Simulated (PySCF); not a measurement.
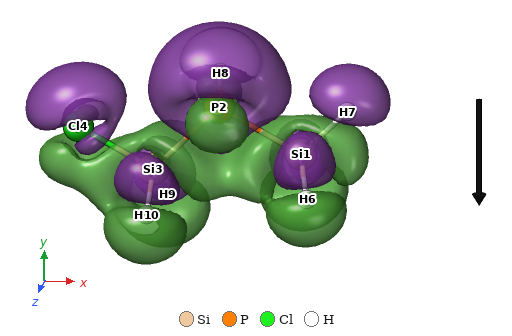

*ClH$_{6}$PSi$_{2}$, SMILES `[SiH3]P[SiH2]Cl`. Change of the electron density in a uniform field of 0.10 V/Å along −y (arrow), surfaces at ±0.0004 e/Å³ (purple: gain, green: loss).*

Computed with PySCF, HF/6-311+G**, geometry: GFN2-xTB. No frequency check shows the geometry to be a minimum. The basis has diffuse s and p functions alone, which still leaves polarisabilities too small, most of all across bonds. GFN2-xTB bond lengths at metals and heavier atoms can be off by up to 0.1 Å and shapes distorted, which carries into these values.

What dipole is induced, and what polarisability does it imply?

The induced dipole is 0.39 D (along the field); α along this axis, from the fields in both directions, is 77 bohr³ (11.4 Å³).

Which atoms gain and lose the most charge?

Electrons gather most on P2 (Hirshfeld charge changes by −0.009 e) and leave Si3 most (+0.004 e); 0.036 electrons are displaced in all.
